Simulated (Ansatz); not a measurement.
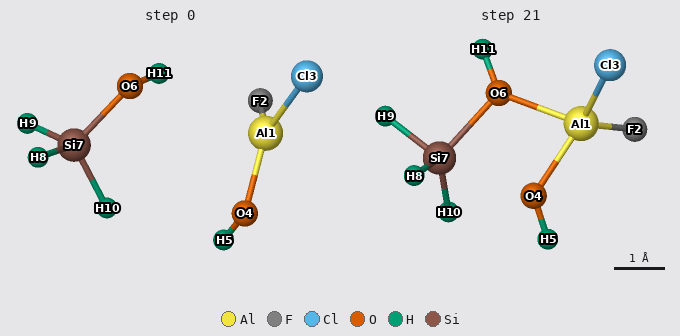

The structure of AlSiH₅O₂ClF before (left) and after (right) a relaxation, at one scale.

Style: ball-and-stick. Shown at a tilt.

The run prepares an end point of a later path (reaction) calculation, from a guessed geometry.

All numbers below come from RKS PBE0-D4/6-31G* (Ansatz 0.2.0).

The input:
```yaml
crystal:
  periodic: [false, false, false]
  atoms:
    - { symbol: Al, position_ang: [0.094438, 0.333745, -0.176706] }
    - { symbol: F, position_ang: [-0.288857, 0.215103, 1.452411] }
    - { symbol: Cl, position_ang: [1.882048, 1.247487, -0.718051] }
    - { symbol: O, position_ang: [-1.009362, -0.13838, -1.374436] }
    - { symbol: H, position_ang: [-1.822159, -0.60357, -1.146488] }
    - { symbol: O, position_ang: [0.605973, -2.377671, 0.904408] }
    - { symbol: Si, position_ang: [-0.50059, -3.556045, 0.473399] }
    - { symbol: H, position_ang: [0.091228, -4.259752, -0.697246] }
    - { symbol: H, position_ang: [-0.748349, -4.50653, 1.601137] }
    - { symbol: H, position_ang: [-1.818906, -2.955267, 0.081509] }
    - { symbol: H, position_ang: [0.337734, -1.801019, 1.656762] }
basis:
  gaussian: { orbitals: "6-31G*" }
hamiltonian:
  xc: pbe0
  dispersion: d4
relax:
  f_tol: 0.03
  max_steps: 50
```

Command:
```bash
ansatz run input.yaml --threads 4 --pin off --max-ram 5120MiB --backend cpu --events-out ev --progress --plain --runs-dir out
```

What changed between the two?

Answer. The atom that moves furthest after the best rigid fit is O4 (1.13 Å). By element the largest moves are O 1.13 Å, F 0.90 Å, H 0.84 Å, Cl 0.79 Å, Al 0.60 Å, Si 0.59 Å. Some distances before and after: O4–Si7 3.918 → 2.206 Å, Al1–O6 2.963 → 1.871 Å, Al1–Si7 3.988 → 2.988 Å, O6–Si7 1.673 → 1.777 Å. New bonds form, among them: Al1–O6 (2.96 → 1.87 Å). Bond angles that change, for instance: O6–Si7–H9 111.3° → 93.4°, O6–Si7–H8 105.8° → 116.5°, H8–Si7–H10 109.5° → 118.3°. Groups turn about O6–Si7 by about 70°, Al1–O4 by about 45°. Over 21 geometry steps the energy falls by 1.076 eV. The largest force component goes from 0.9 to 0.029 eV/Å. The run took 47 s on 4 threads of Arm Neoverse V2, on a shared host, peak memory 0.27 GiB.
